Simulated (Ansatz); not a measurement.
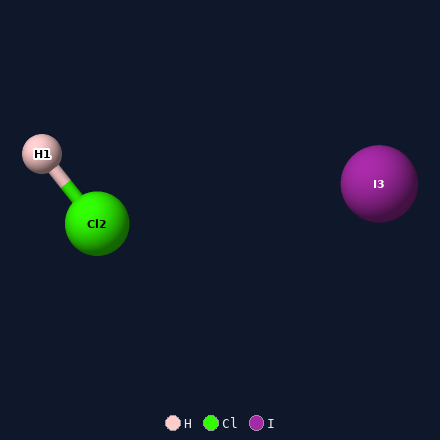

The system is H⁻ + ClI; the picture shows the reference structure. Coordinates scanned: (1) distance H1–Cl2; (2) distance Cl2–I3. Nothing is relaxed (the angle H1–Cl2–I3 is fixed at 120 degrees). Grid: 17 × 17 points. Points are written as (first, second). Energies: kJ/mol, counted from H with charge -1 far from the relaxed ClI (each part in its own basis). The reference is spin-restricted, so regions where a bond is pulled apart into radicals lie too high. Method: RKS PBE0-D4/def2-SVPD in Ansatz 0.2.0.

Its coordinates:

```xyz
3

H    -1.3360    0.0000    0.0000
Cl    0.0000    0.0000    0.0000
I     2.1640    3.7482    0.0000
```

Range: distance H1–Cl2 from 1.064 to 3.464 Å; distance Cl2–I3 from 1.928 to 4.328 Å.

> Predict the map.

The lowest grid point is at (1.336 Å, 4.328 Å), −584 kJ/mol from H with charge -1 far from the relaxed ClI (each part in its own basis). It lies in a valley that leaves the map towards separated partners. The highest grid point, (1.064 Å, 1.928 Å), lies 1141 kJ/mol above the lowest.

```csv
"distance Cl2–I3 ↓, distance H1–Cl2 →",1.129,1.336,1.593,1.883,2.200,2.539,2.896,3.271
4.328,−535,−584,−500,−379,−278,−205,−154,−120
3.946,−534,−583,−500,−381,−282,−211,−162,−130
3.579,−528,−577,−497,−382,−288,−220,−175,−146
3.231,−509,−561,−484,−378,−292,−232,−193,−169
2.903,−463,−517,−450,−359,−289,−242,−212,−193
2.599,−360,−421,−372,−309,−264,−235,−215,−202
2.324,−162,−240,−225,−206,−195,−185,−175,−166
2.089,145,40,3,−27,−47,−53,−49,−42
1.928,473,340,262,201,164,151,151,157
```

The table holds every second grid line.

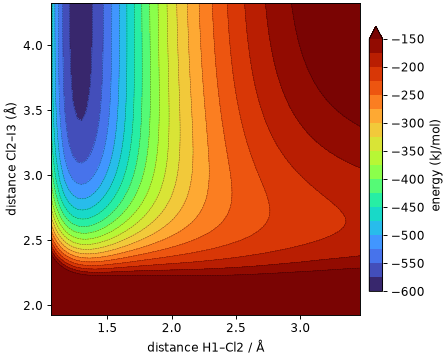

In the figure: filled contours, one colour for all values above the top of the scale. Between grid points the surface is interpolated.

Each point was launched as `ansatz run input.yaml --threads 1 --pin off --max-ram 2560MiB --backend cpu --events-out ev --progress --plain --runs-dir out`. Time for the 289 points that were run: 16 min on 1 thread of Arm Neoverse V2, on a shared host.
